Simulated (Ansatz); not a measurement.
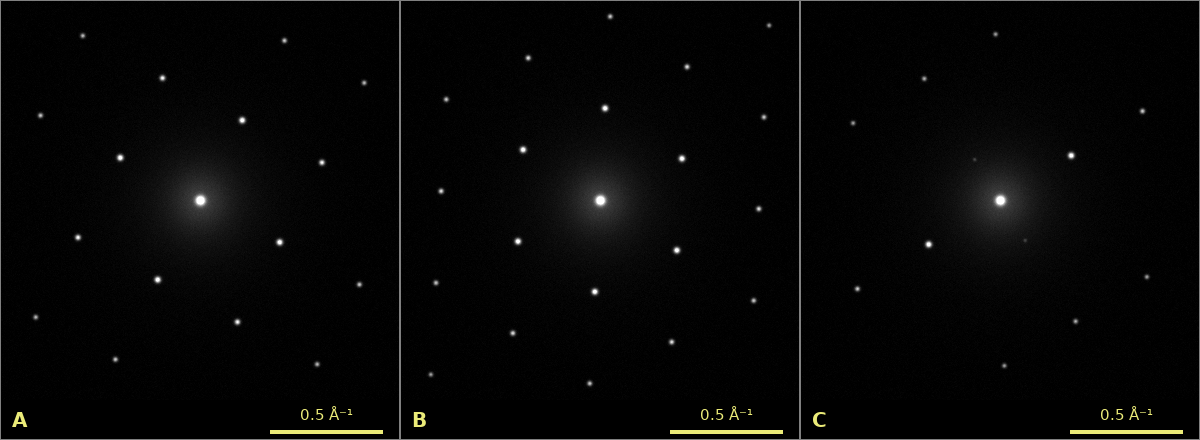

Kinematic electron diffraction patterns (200 kV, B = 0.5 Å², same scale, each along a low-index zone) of three structures of composition Ge2Sb, each relaxed at zero pressure with DFT PBE, scalar-relativistic, plane waves, PAW (Ansatz).

The structures (standard cells):
1. I4/mmm (No. 139), a = 3.483 Å, c = 10.835 Å, 6 atoms; generated start, possibly hypothetical
2. I4_1/amd (No. 141), a = 5.292 Å, c = 9.854 Å, 12 atoms; generated start, possibly hypothetical
3. Fm-3m (No. 225), a = 6.842 Å, 12 atoms; generated start, possibly hypothetical

### Which pattern belongs to which structure, and along which zone?

A is structure 1 along [001]: square net of 1 -1 0 at d = 2.46 Å and 1 1 0 at d = 2.46 Å, 90.0° apart. B is structure 3 along [111] or an equivalent direction: hexagonal net of -2 2 0 at d = 2.42 Å and -2 0 2 at d = 2.42 Å, 60.0° apart. C is structure 2 along [101] or an equivalent direction: rectangular net of 1 0 -1 (weak) at d = 4.66 Å and 0 2 0 at d = 2.65 Å, 90.0° apart (some points of this net are extinct or too weak to see).

### Rank the structures by their computed energy.

Structure 2 (I4_1/amd, 23.00 Å³ an atom) is the lowest of these; structure 1 (I4/mmm, 21.91 Å³ an atom) lies about 110 meV an atom higher; structure 3 (Fm-3m, 26.69 Å³ an atom) lies about 230 meV an atom higher. These are static energies at 0 K; other structures, not shown, may lie lower still.
